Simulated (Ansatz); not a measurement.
RbZnCl3 (Pm-3m): refractive index against wavelength

The refractive index of RbZnCl3 (Pm-3m) below the direct gap (1.81 eV on the mesh) is read from one computed spectrum, n = √(Re ε).

It takes space group Pm-3m (No. 221, cubic). The conventional cell has a = 5.009 Å, b = 5.009 Å, c = 5.009 Å, α = 90.00°, β = 90.00°, γ = 90.00°. Rb on site a is surrounded by 12 Cl at 3.54 Å. Zn on site b has 6 Cl at 2.50 Å as nearest neighbours. Cl on site c is surrounded by 2 Zn at 2.50 Å.

Method: Ansatz 0.2.0, PBE, independent particles, k-mesh 6×6×6 with interpolation inside its cells, Gaussian parameter 0.2 eV.

Launch of the response step: `ansatz run input.yaml --threads 2 --pin off --max-ram 5120MiB --backend cpu --events-out ev --progress --plain --runs-dir out`. The run took 19 s, on 2 threads of AMD EPYC 9R45 96-Core Processor (Zen 5), with other jobs on the host.

```
wavelength (nm)  photon energy E (eV)       n
           3000                 0.413  1.9755
           2000                 0.620  1.9807
           1550                 0.800  1.9873
           1310                 0.946  1.9943
           1064                 1.165       ?
```

In the single-oscillator model n² − 1 = E₀E_d/(E₀² − E²), so 1/(n² − 1) = E₀/E_d − E²/(E₀E_d) is linear in E².

Working, on the rows shown:

| x = E² (eV²) | y = 1/(n² − 1) |
| --- | --- |
| 0.170801 | 0.344519 |
| 0.384302 | 0.342094 |
| 0.639837 | 0.339056 |
| 0.895757 | 0.335882 |

Means: x̄ = 0.52267, ȳ = 0.34039. Σ(x − x̄)(y − ȳ) = -0.003527, Σ(x − x̄)² = 0.2959. Slope = -0.003527 / 0.2959 = -0.01192; intercept = ȳ − slope · x̄ = 0.34662. Turned back into n, the line misses the rows shown by at most 0.00014.

Problem. What does the fit predict for the withheld row, and how well does it do?

Solution. At x = 1.3578 the line gives y = 0.33043, that is 2.0066. The run gave 2.0084, so the extrapolation is off by 0.0018, 6 % of the range in the table.

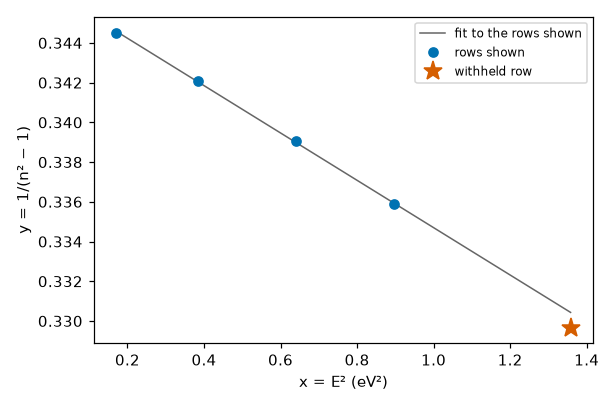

Refitted with all rows, the slope is -0.01254 and the intercept 0.34689. These give E₀ = √(intercept/−slope) = 5.26 eV and E_d = E₀/intercept = 15.2 eV; E₀ is 2.9 times the direct gap. The electronic limit at long wavelengths, without lattice vibrations, is n = √(1 + 1/intercept) = 1.970. The structure is a model and need not exist. Excitons are left out and so are local fields; PBE gaps are as a rule too small. Spin-orbit coupling is left out.

[Logs are printed without paths, hosts, clocks, repeated set-up lines and the standing remarks that a program may print on its own settings, such as how far it seeks lower states.]
